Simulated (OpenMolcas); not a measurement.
## How basis sets differ on C2H3In (SMILES C#[C][InH2])

C2H3In has 6 atoms, charge 0, and is taken as a singlet. As SMILES, `C#[C][InH2]`. Geometry: relaxed at PBE0-D4/def2-TZVP.

```xyz
6

C    -0.1866   -1.9280    0.0151
C    -0.0704   -0.7234    0.0059
In    0.1319    1.3639   -0.0106
H    -0.2890   -2.9896    0.0233
H     0.6735    2.0815   -1.4688
H    -0.2594    2.1955    1.4350
```

Quantity: the HOMO–LUMO gap, in eV. The values are calculated.

| level | kind | program | value (eV) |
| --- | --- | --- | --- |
| HF/ANO-RCC-MB (DKH2) | Hartree–Fock | OpenMolcas | 11.34 |
| HF/STO-3G | Hartree–Fock | OpenMolcas | 13.02 |
| HF/3-21G | Hartree–Fock | OpenMolcas | 11.02 |
| HF/ANO-RCC-VDZP (DKH2, RICD fitting) | Hartree–Fock | OpenMolcas | 10.96 |
| HF/def2-SVPD (core potential) | Hartree–Fock | OpenMolcas | 11.06 |

All-electron rows without a relativistic Hamiltonian named are non-relativistic, while core potentials hold scalar relativity, so basis and relativity change together. The values span 10.96 to 13.02 eV. A Hartree–Fock LUMO above zero doesn't converge with the basis: it sinks as sets grow more diffuse. Orbital gaps aren't excitation energies.

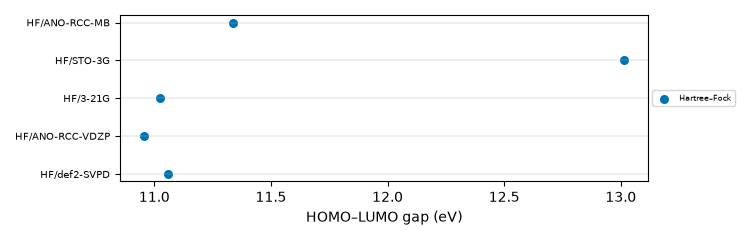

The values of the table, level by level.
